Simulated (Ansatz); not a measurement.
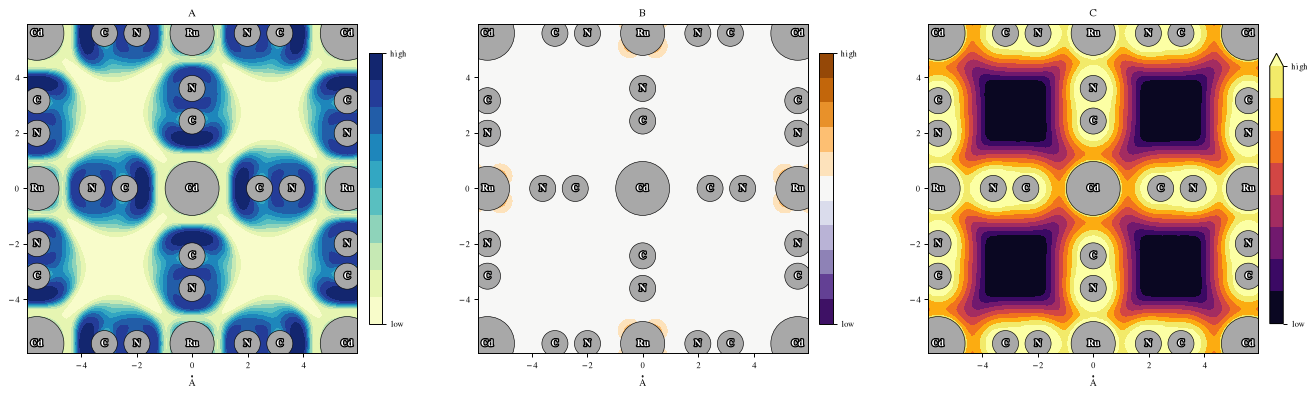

CdRuC$_{6}$N$_{6}$: 3 fields on the (100) plane of the conventional cell, with unlabelled colour scales. Grey discs cover the atomic cores.

Space group Fm-3m; a structure generated by program, which may or may not match a known phase; spin-polarised.

Method: Ansatz, DFT PBE, scalar-relativistic, plane waves, PAW.

**Match the panels to the quantities (electron localisation function, spin density and valence pseudo-density).**

Panel A: electron localisation function. Panel B: spin density (confined to the magnetic sites and close to zero elsewhere). Panel C: valence pseudo-density. From the grid: C–N (1.17 Å): ρ is about 3.4 e/Å³ halfway; the ELF peaks at about 0.85 between the atoms. Ru–N (1.99 Å): ρ at the midpoint is about 0.87 e/Å³; the ELF peaks at about 0.90 in the valence shell of N, 0.6 Å from its nucleus, and is about 0.20 at the midpoint.
